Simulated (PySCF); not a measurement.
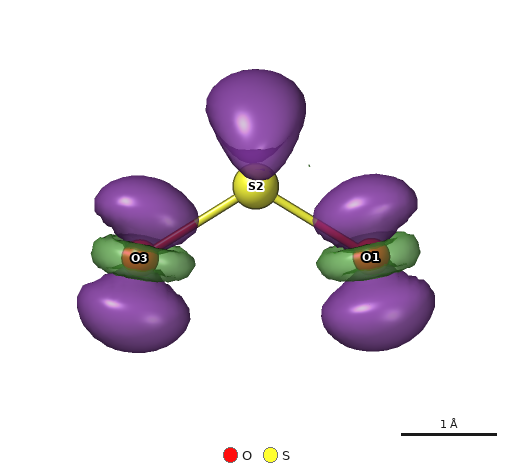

O2S, SMILES `O=S=O`. Fukui function f⁻ = ρ(N) − ρ(N−1) at fixed geometry, surfaces at ±0.06 e/Å³ (purple positive, green negative).

PySCF calculation, B3LYP/6-311+G**, gas phase; geometry: GFN2-xTB. No frequency check shows the geometry to be a minimum. GFN2-xTB bond lengths at metals and heavier atoms can be off by up to 0.1 Å and shapes distorted, which carries into these values.

Coordinates in Å:

```
O1       1.2186   -0.3781    0.0000
S2       0.0000    0.3781    0.0000
O3      -1.2186   -0.3781    0.0000
```

> Which atoms respond most to the removal of an electron?

f⁻ (Hirshfeld-condensed) is largest on S2 (0.42) and O1 and O3 (0.29 each); the vertical ionisation energy is 12.55 eV. Condensed values hint at sites of electrophilic attack but needn't mark the atom that reacts. Orbital relaxation makes it negative in places (0.13 e in all).

```json
{"atom": "O1", "f⁻": "+0.29", "charge": "−0.25"}
{"atom": "S2", "f⁻": "+0.42", "charge": "+0.50"}
{"atom": "O3", "f⁻": "+0.29", "charge": "−0.25"}
```

Run time: 32 s on 1 thread of AMD EPYC 7R43 64-Core Processor (Zen 3) (shared host), peak memory 0.3 GiB.
